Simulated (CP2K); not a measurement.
**BNH2Cl (SMILES N[B]Cl): U-revPBE-D3(BJ)/TZV2P-MOLOPT-PBE-GTH (core potential)**

What is the energy change on altering one bond length of BNH2Cl at U-revPBE-D3(BJ)/TZV2P-MOLOPT-PBE-GTH (core potential)? 

Program for the calculation: CP2K 2026.2.

1 further run of the same task is left out (set aside as unsound or not needed).

## (1) The structure to begin with

BNH2Cl: 5 atoms, total charge 0, spin state doublet. SMILES: `N[B]Cl`. The shape is that of a PBE0-D4/def2-TZVP optimisation. This is one conformer, not always the lowest.

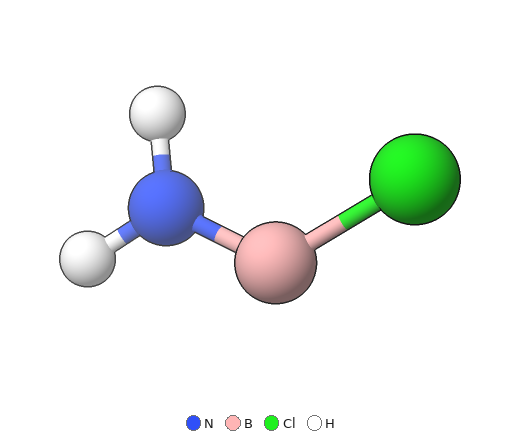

The structure, seen from a chosen angle (nitrogen blue, boron pink, chlorine green, hydrogen white).

## (2) The energy at U-revPBE-D3(BJ)/TZV2P-MOLOPT-PBE-GTH (core potential)

The input, qs.inp:

```
&global
    project_name qs
    run_type ENERGY
    print_level MEDIUM
&end

&force_eval
    method QUICKSTEP
    &dft
        basis_set_file_name BASIS_MOLOPT_UZH
        potential_file_name POTENTIAL_UZH
        charge 0
        multiplicity 2
        lsd T
        &qs
            method GPW
            eps_default 1.0E-10
        &end
        &mgrid
            cutoff 400
            rel_cutoff 50
            ngrids 4
        &end
        ! no periodic images
        &poisson
            periodic NONE
            poisson_solver MULTIPOLE
        &end
        &scf
            scf_guess ATOMIC
            eps_scf 1.0E-05
            max_scf 40
            &ot ON
                minimizer DIIS
                preconditioner FULL_ALL
            &end
            &outer_scf
                eps_scf 1.0E-05
                max_scf 2
            &end
        &end
        ! exchange and correlation
        &xc
            &xc_functional
                &pbe
                    parametrization REVPBE
                &end
            &end
            &vdw_potential
                potential_type PAIR_POTENTIAL
                &pair_potential
                    type DFTD3(BJ)
                    parameter_file_name dftd3.dat
                    reference_functional revPBE
                    r_cutoff 15
                &end
            &end
        &end
        &print
            &moments
                periodic F
                reference COM
                max_moment 1
            &end
            &mo_cubes
                nlumo 2
                nhomo -1
                write_cube F
            &end
            &hirshfeld OFF
            &end
        &end
    &end
    ! atoms, cell and kinds
    &subsys
        &cell
            abc [angstrom] 9.5 9.5 8.8
            periodic NONE
        &end
        &coord
            N     -0.334000     0.412100    -0.256700
            B     -0.098400    -0.544600     0.704400
            Cl     1.343200    -1.526200     0.784600
            H     -1.176700     0.959900    -0.273100
            H      0.315800     0.625100    -1.000600
        &end
        &topology
            &center_coordinates
            &end
        &end
        &kind N
            basis_set TZV2P-MOLOPT-PBE-GTH-q5
            potential GTH-PBE-q5
        &end
        &kind B
            basis_set TZV2P-MOLOPT-PBE-GTH-q3
            potential GTH-PBE-q3
        &end
        &kind Cl
            basis_set TZV2P-MOLOPT-PBE-GTH-q7
            potential GTH-PBE-q7
        &end
        &kind H
            basis_set TZV2P-MOLOPT-PBE-GTH-q1
            potential GTH-PBE-q1
        &end
    &end
&end
```

Started as:

```
$ OMP_NUM_THREADS=1 cp2k.psmp qs.inp > qs.out
```

The log of the run:

```text
CP2K| version string:                                       CP2K version 2026.2
[...]
 GLOBAL| Method name                                                        CP2K
[...]
 GLOBAL| Run type                                                         ENERGY
[...]
 DFT| Spin unrestricted (spin-polarized) Kohn-Sham calculation               UKS
 DFT| Multiplicity                                                             2
[...]
 DFT| Charge                                                                   0
[...]
 FUNCTIONAL| PBE:
[...]
 QS| Method:                                                                 GPW
[...]
 QS| Density cutoff [a.u.]:                                                200.0
[...]
 QS| Relative density cutoff [a.u.]:                                        25.0
[...]
                             - Atoms:                                          5
[...]
                             - Spherical basis functions:                    115
[...]
 Number of electrons:                                                          9
[...]
     1 OT DIIS     0.15E+00    1.5     0.07528556       -26.8447322608 -2.68E+01
[...]
    20 OT DIIS     0.15E+00    1.6     0.00000908       -28.9967880557 -1.45E-07
  *** SCF run converged in    20 steps ***
[...]
  Overlap energy of the core charge distribution:               0.00000195508397
  Self energy of the core charge distribution:                -67.41619676715615
  Core Hamiltonian energy:                                     18.14770908383267
  Hartree energy:                                              27.55029491270697
  Exchange-correlation energy:                                 -7.27094266950432
  Dispersion energy:                                           -0.00765457064062
  Total energy:                                               -28.99678805567747
[...]
                     Mulliken Population Analysis
 #  Atom  Element  Kind  Atomic population (alpha,beta) Net charge  Spin moment
       1     N        1         2.581898     2.597660    -0.179558    -0.015761
       2     B        2         1.701199     0.797408     0.501393     0.903791
       3     Cl       3         3.692564     3.640993    -0.333557     0.051571
       4     H        4         0.497267     0.494538     0.008195     0.002729
       5     H        4         0.527072     0.469401     0.003527     0.057671
 # Total charge and spin        9.000000     8.000000    -0.000000     1.000000
[...]
  Dipole moment [Debye]
    X= -0.7099597E+00 Y=  0.1883566E+01 Z= -0.1722882E+01  Total=      2.6495638
[...]
 WARNING : did not converge in ot_eigensolver
 number of iterations          299  exceeded maximum
 current gradient / target gradient   2.6013610875397138E-004  /    1.0000000000000001E-005
[...]
 WARNING : did not converge in ot_eigensolver
 number of iterations          299  exceeded maximum
 current gradient / target gradient   2.9910828001245552E-004  /    1.0000000000000001E-005
[...]
 HOMO - LUMO gap [eV] :    5.330688
 ENERGY| Total FORCE_EVAL ( QS ) energy [hartree]            -28.996788055677474
[...]
```

It took 37 s on 1 thread of Arm Neoverse V1, shared host; peak memory 0.85 GiB.

## (3) The distorted shape at the same level

The input, molecule.xyz:

```xyz
5

N     -0.404675     0.699090    -0.545010
B     -0.098400    -0.544600     0.704400
Cl     1.343200    -1.526200     0.784600
H     -1.247375     1.246890    -0.561410
H      0.245125     0.912090    -1.288910
```

The input, mol.inp:

```
&GLOBAL
    PROJECT mol
    RUN_TYPE ENERGY
    PRINT_LEVEL MEDIUM
&END GLOBAL
&FORCE_EVAL
    METHOD QUICKSTEP
    &DFT
        BASIS_SET_FILE_NAME BASIS_MOLOPT_UZH
        POTENTIAL_FILE_NAME POTENTIAL_UZH
        CHARGE 0
        MULTIPLICITY 2
        SPIN_POLARIZED T
        &QS
            METHOD GPW
            EPS_DEFAULT 1.0E-10
        &END QS
        &MGRID
            CUTOFF 400
            REL_CUTOFF 50
            NGRIDS 4
        &END MGRID
        &POISSON
            PERIODIC NONE
            POISSON_SOLVER MULTIPOLE
        &END POISSON
        &SCF
            SCF_GUESS ATOMIC
            EPS_SCF 1.0E-05
            MAX_SCF 40
            &OT ON
                MINIMIZER DIIS
                PRECONDITIONER FULL_ALL
            &END OT
            &OUTER_SCF
                EPS_SCF 1.0E-05
                MAX_SCF 2
            &END OUTER_SCF
        &END SCF
        &XC
            &XC_FUNCTIONAL
                &PBE
                    PARAMETRIZATION REVPBE
                &END PBE
            &END XC_FUNCTIONAL
            &VDW_POTENTIAL
                POTENTIAL_TYPE PAIR_POTENTIAL
                &PAIR_POTENTIAL
                    TYPE DFTD3(BJ)
                    PARAMETER_FILE_NAME dftd3.dat
                    REFERENCE_FUNCTIONAL revPBE
                    R_CUTOFF 15
                &END PAIR_POTENTIAL
            &END VDW_POTENTIAL
        &END XC
        &PRINT
            &MOMENTS
                PERIODIC F
                REFERENCE COM
                MAX_MOMENT 1
            &END MOMENTS
            &MO_CUBES
                NLUMO 2
                NHOMO -1
                WRITE_CUBE F
            &END MO_CUBES
            &HIRSHFELD OFF
            &END HIRSHFELD
        &END PRINT
    &END DFT
    &SUBSYS
        &CELL
            ABC [angstrom] 9.6 9.8 9.1
            PERIODIC NONE
        &END CELL
        &TOPOLOGY
            COORD_FILE_NAME molecule.xyz
            COORD_FILE_FORMAT XYZ
            &CENTER_COORDINATES
            &END CENTER_COORDINATES
        &END TOPOLOGY
        &KIND N
            BASIS_SET TZV2P-MOLOPT-PBE-GTH-q5
            POTENTIAL GTH-PBE-q5
        &END KIND
        &KIND B
            BASIS_SET TZV2P-MOLOPT-PBE-GTH-q3
            POTENTIAL GTH-PBE-q3
        &END KIND
        &KIND Cl
            BASIS_SET TZV2P-MOLOPT-PBE-GTH-q7
            POTENTIAL GTH-PBE-q7
        &END KIND
        &KIND H
            BASIS_SET TZV2P-MOLOPT-PBE-GTH-q1
            POTENTIAL GTH-PBE-q1
        &END KIND
    &END SUBSYS
&END FORCE_EVAL
```

Started as:

```
$ OMP_NUM_THREADS=1 cp2k.psmp -i mol.inp > mol.out 2>&1
```

The log of the run, shortened:

```text
CP2K| version string:                                       CP2K version 2026.2
[...]
 GLOBAL| Method name                                                        CP2K
[...]
 GLOBAL| Run type                                                         ENERGY
[...]
 DFT| Spin unrestricted (spin-polarized) Kohn-Sham calculation               UKS
 DFT| Multiplicity                                                             2
[...]
 DFT| Charge                                                                   0
[...]
 FUNCTIONAL| PBE:
[...]
 QS| Method:                                                                 GPW
[...]
 QS| Density cutoff [a.u.]:                                                200.0
[...]
 QS| Relative density cutoff [a.u.]:                                        25.0
[...]
                             - Atoms:                                          5
[...]
                             - Spherical basis functions:                    115
[...]
 Number of electrons:                                                          9
[...]
     1 OT DIIS     0.15E+00    1.6     0.07546152       -26.9892878970 -2.70E+01
[...]
    31 OT DIIS     0.15E+00    1.9     0.00000710       -28.9351967626 -1.70E-07
  *** SCF run converged in    31 steps ***
[...]
  Overlap energy of the core charge distribution:               0.00000034269866
  Self energy of the core charge distribution:                -67.41619676715615
  Core Hamiltonian energy:                                     17.70728813483655
  Hartree energy:                                              27.91336199524771
  Exchange-correlation energy:                                 -7.13261977739436
  Dispersion energy:                                           -0.00703069086338
  Total energy:                                               -28.93519676263097
[...]
                     Mulliken Population Analysis
 #  Atom  Element  Kind  Atomic population (alpha,beta) Net charge  Spin moment
       1     N        1         2.633096     2.631097    -0.264193     0.001999
       2     B        2         1.737863     0.811502     0.450635     0.926361
       3     Cl       3         3.630771     3.583612    -0.214383     0.047159
[...]
  Dipole moment [Debye]
    X= -0.6308531E-02 Y=  0.6932387E+00 Z= -0.8323835E+00  Total=      1.0832737
[...]
 HOMO - LUMO gap [eV] :    3.423005
 ENERGY| Total FORCE_EVAL ( QS ) energy [hartree]            -28.935196762630966
[...]
```

It took 64 s on 1 thread of Arm Neoverse V1, shared host; peak memory 0.93 GiB.

## (4) Outcome

Level: U-revPBE-D3(BJ)/TZV2P-MOLOPT-PBE-GTH (core potential).

| quantity | value |
| --- | --- |
| first shape: total energy | -28.99679 Eh |
| first shape: dipole moment | 2.65 D |
| first shape: HOMO energy (highest over α and β) | -4.61 eV |
| first shape: LUMO energy (lowest over α and β) | -1.81 eV |
| first shape: dispersion energy | -20.10 kJ/mol |
| first shape: ⟨S²⟩ | 0.754 |
| distorted shape: total energy | -28.93520 Eh |
| distorted shape: dipole moment | 1.08 D |
| distorted shape: HOMO energy (highest over α and β) | -5.38 eV |
| distorted shape: LUMO energy (lowest over α and β) | -2.58 eV |
| distorted shape: dispersion energy | -18.46 kJ/mol |
| distorted shape: ⟨S²⟩ | 0.759 |
| energy change with the N1–B2 bond stretched from 1.376 to 1.789 Å | 1.676 eV |

What this shows: With the N1–B2 bond stretched from 1.376 to 1.789 Å the energy rises by 1.68 eV (162 kJ/mol). The first shape isn't relaxed at this level, so the change isn't measured from a minimum.
